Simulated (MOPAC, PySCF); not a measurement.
Bond stretch in BF₃, SMILES FB(F)F. The B1–F4 bond (B1 also carries F, F; F4 carries nothing else) is stretched with both fragments frozen at the PBE0/def2-TZVP optimised geometry.

```
4

B      0.0000     0.0000     0.0000
F      0.0000     1.1353    -0.6555
F     -0.0013    -1.1351    -0.6563
F      0.0000     0.0000     1.3113
```

UKS-B3LYP/6-311+G** = unrestricted B3LYP/6-311+G**, spherical d in PySCF; PM6, restricted, heats of formation (MOPAC); RCCSD(T) = CCSD(T) on RHF/cc-pVDZ, 4 core orbitals frozen in PySCF.

Energies are in eV, each relative to the lowest point of its own curve near equilibrium.

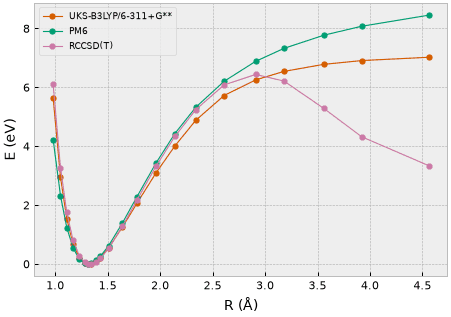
Figure. Energy against bond length for each method.

```tsv
R / Å	UKS-B3LYP/6-311+G**	PM6	RCCSD(T)
0.98	5.639	4.224	6.108
1.05	2.954	2.318	3.271
1.11	1.535	1.234	1.748
1.17	0.675	0.544	0.806
1.23	0.209	0.159	0.276
1.28	0.034	0.020	0.061
1.31	0.000	0.000	0.008
1.34	0.008	0.019	0.000
1.39	0.094	0.123	0.070
1.43	0.216	0.258	0.186
1.51	0.553	0.627	0.529
1.64	1.250	1.388	1.275
1.78	2.068	2.290	2.179
1.96	3.089	3.425	3.318
2.14	4.007	4.428	4.330
2.34	4.882	5.325	5.244
2.61	5.722	6.206	6.083
2.91	6.252	6.883	6.437
3.18	6.541	7.323	6.214
3.56	6.781	7.771	5.284
3.92	6.909	8.074	4.322
4.56	7.021	8.451	3.340
```

At the longest distance, 4.56 Å, PM6 lies highest above its minimum (8.451 eV) and RCCSD(T) lowest (3.340 eV).

The RCCSD(T) curve passes through a maximum at 2.91 Å and then falls by 3.097 eV up to the last usable point.

The unrestricted determinant behind UKS-B3LYP/6-311+G** is spin-contaminated at 2.61 to 4.56 Å (<S²> up to 0.9, against 0.00 for a pure singlet). The restricted form behind PM6 keeps the bonding electrons paired and can't separate into open-shell fragments. The T1 diagnostic of CCSD on the restricted reference of RCCSD(T) exceeds 0.045 at 2.91 to 4.56 Å.
